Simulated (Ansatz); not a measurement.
Ligand exchange: GeH2(NH2)2 + BH2(NH2) → GeH(NH2)3 + BH3

Species: GeH2(NH2)2, singlet; BH2(NH2), singlet; GeH(NH2)3, singlet; BH3 (borane) `B`, singlet. The partners trade H for NH2: Ge–H and B–NH2 bonds give way to Ge–NH2 and B–H.

Shapes, held fixed at every level: PBE0-D4/def2-TZVP. Flexible molecules stand in one conformer, not always the lowest. Programs: Ansatz 0.2.0. The zero-point and thermal change to 298 K, harmonic and unscaled (PBE0-D4/def2-TZVP), is -6.1 kJ/mol.

| level | kind | ΔH(298 K) (kJ/mol) | less CCSD(T)/def2-TZVPP | CPU time (sum over the molecules) |
| --- | --- | --- | --- | --- |
| B3LYP-D4/def2-TZVPP | global hybrid | +131.8 | +9.6 | 22 s |
| BHLYP-D4/def2-TZVPP | global hybrid | +125.6 | +3.4 | 16 s |
| PBE0-D4/def2-TZVPP | global hybrid | +134.7 | +12.5 | 16 s |
| wB97X-V/def2-TZVPP | range-separated hybrid | +125.2 | +3.0 | 42 s |
| CCSD/def2-SVP | coupled cluster or CI | +143.1 | +20.9 | – |
| CCSD/def2-TZVPP | coupled cluster or CI | +120.9 | -1.3 | – |
| CCSD(T)/def2-TZVPP | coupled cluster or CI | +122.2 | 0.0 | 8.1 min |

The highest level, CCSD(T)/def2-TZVPP, gives ΔH(298 K) = +122.2 kJ/mol; the levels span +120.9 to +143.1. The column of differences is taken from that level and isn't an error. No measured value is set beside it here. Relativity is left out for Ge. Outer-core shells of Ge are correlated in most correlated rows, in sets that cover them unevenly. Times are processor times on shared x86 and Arm servers, and rough.

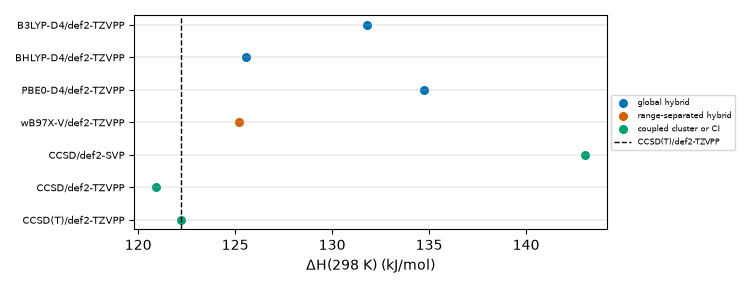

The values of the table, level by level.
